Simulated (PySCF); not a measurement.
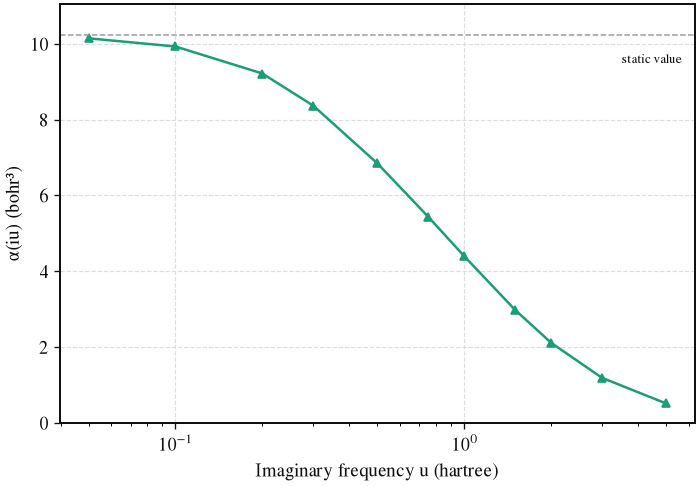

Dipole polarisability at imaginary frequency of Os²⁺ ([Xe] 4f¹⁴ 5d⁶). Coupled response at the revPBE level; PySCF, def2-TZVPPD with a 60-electron core potential, unrestricted single determinants, no spin-orbit coupling.

Question: What follows from the curve?

Answer: The static dipole polarisability is 10.2 bohr³; α(iu) falls to half of it near u = 0.82 hartree. The Casimir–Polder integral gives C₆ = 65.2 hartree bohr⁶ for two such species.
